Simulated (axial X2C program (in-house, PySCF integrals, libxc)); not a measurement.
# ZrOH⁺: bond lengths and stretches, held linear

Aim: the two bond lengths and stretching wavenumbers of linear ZrOH⁺, with and without spin–orbit coupling, at PBE0, HF, B3LYP, MP2.

Method: all-electron X2C, two-component (2c) or spin-free, Zr dyall-v3z, O dyall-av3z, H dyall-v3z; program: an in-house X2C program for linear molecules on PySCF integrals.

All values are calculated.

2 further runs of the same task are left out: 2 set aside as unsound or not needed.

## (1) Input

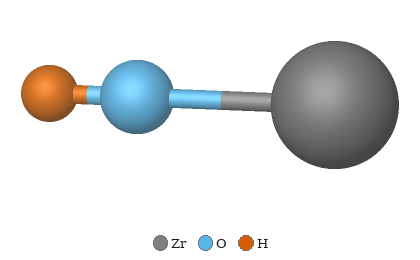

The atoms on one line, bonds 2.170 and 0.960 Å (zirconium grey, oxygen blue, hydrogen orange).

Input file task.json:

```json
{"zs": [40, 8, 1], "q": 1, "bas": ["dyall-v3z", "dyall-av3z", "dyall-v3z"], "r0": [2.17, 0.96], "symm": 0, "scan": ["PBE0", "HF", "B3LYP"], "levels": ["PBE0", "HF", "LDA"], "nst": 2}
```

Keys: zs atomic numbers; q charge; bas basis sets; r0 starting distance in Å; symm equal bonds; scan levels of the two-bond scan (MP2 follows by itself at each HF point); levels methods; nst determinants followed.

Command:

```console
python solin.py task.json out
```

Masses Zr 89.905, O 15.995, H 1.008 u.

## (2) Scan at PBE0, 2c

State: Ω = 1 (beyond evenly filled blocks: ω = -1/2, ω = 3/2). Energies above the lowest point, from the job's result record:

```csv
r(Zr–O) (Å),r(O–H) (Å),E (meV)
1.7716,0.9399,53.52
1.7716,0.9640,37.63
1.7716,0.9881,51.54
1.8170,0.9399,14.39
1.8170,0.9640,0.00
1.8170,0.9881,15.46
1.8170,1.0122,56.16
1.8624,0.9399,49.23
1.8624,0.9640,36.07
1.8624,0.9881,52.79
1.9079,0.9640,131.44
1.9079,1.0122,192.22
```

A quadratic surface with cubic terms in each bond gives the minimum at 1.816 and 0.963 Å, force constants 5.75, 8.26 and coupling 0.18 mdyn/Å.

## (3) Scan at HF, 2c

State: Ω = 1 (beyond evenly filled blocks: ω = -1/2, ω = 3/2). Energies above the lowest point, from the job's result record:

```csv
r(Zr–O) (Å),r(O–H) (Å),E (meV)
1.7716,0.9399,75.27
1.7716,0.9640,86.54
1.7716,0.9881,127.87
1.8170,0.9399,0.00
1.8170,0.9640,12.95
1.8170,0.9881,56.00
1.8170,1.0122,124.49
1.8624,0.9399,4.52
1.8624,0.9640,18.89
1.8624,0.9881,63.37
1.9079,0.9640,89.14
1.9079,1.0122,205.99
```

A quadratic surface with cubic terms in each bond gives the minimum at 1.836 and 0.942 Å, force constants 5.66, 9.41 and coupling 0.21 mdyn/Å.

## (4) Scan at B3LYP, 2c

State: Ω = 1 (beyond evenly filled blocks: ω = -1/2, ω = 3/2). Energies above the lowest point, from the job's result record:

```csv
r(Zr–O) (Å),r(O–H) (Å),E (meV)
1.7716,0.9399,80.30
1.7716,0.9640,61.25
1.7716,0.9881,71.74
1.8170,0.9399,17.61
1.8170,0.9640,0.00
1.8170,0.9881,11.98
1.8170,1.0122,48.96
1.8624,0.9399,30.95
1.8624,0.9640,14.50
1.8624,0.9881,27.67
1.9079,0.9640,90.21
1.9079,1.0122,143.53
```

A quadratic surface with cubic terms in each bond gives the minimum at 1.830 and 0.966 Å, force constants 5.56, 8.06 and coupling 0.18 mdyn/Å.

## (5) Comparison

| level | r(Zr–O) (Å) | r(O–H) (Å) | lower stretch (cm⁻¹) | upper stretch (cm⁻¹) |
| --- | --- | --- | --- | --- |
| PBE0, 2c | 1.816 | 0.963 | 825.7 | 3844.6 |
| HF, 2c | 1.836 | 0.942 | 819.6 | 4102.9 |
| B3LYP, 2c | 1.830 | 0.966 | 811.9 | 3798.6 |
| MP2, 2c | 1.821 | 0.968 | 837.4 | 3794.0 |
| PBE0, spin-free | 1.816 | 0.963 | 826.0 | 3844.0 |
| HF, spin-free | 1.836 | 0.942 | 820.2 | 4102.4 |
| B3LYP, spin-free | 1.830 | 0.966 | 812.2 | 3797.8 |
| MP2, spin-free | 1.821 | 0.968 | 837.7 | 3793.2 |

Scans not shown above were run alike.

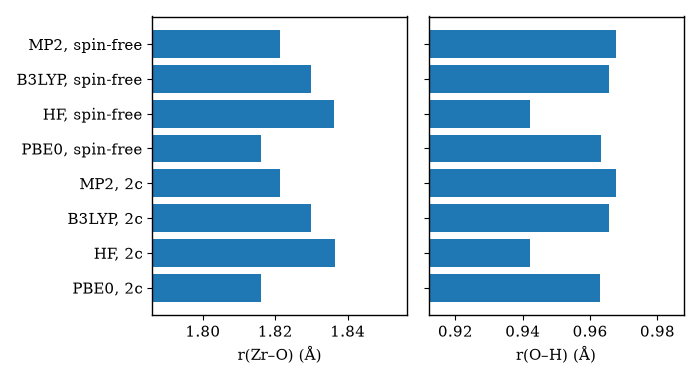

The two bond lengths by level.

**Reading.** Over the levels the Zr–O bond spans 1.816 to 1.836 Å and the O–H bond 0.942 to 0.968 Å. At PBE0 spin–orbit coupling leaves both bonds unchanged to 0.001 Å. Each state is one determinant, the lowest of a limited PBE0 search; the stretches come from a fit to few points and are good to some per cent at best. MP2 freezes inner shells (threshold -2 hartree). The molecule was held linear; bending was not examined, so a bent shape may lie lower. Open-shell Ω = 0 determinants with evenly filled partner blocks cannot be reached by this program, so the Ω shown need not be the lowest component. Note: functional without a current term on a determinant with orbital currents, of the molecule or an atom. Note: several unpaired electrons, one determinant need not be a pure state.
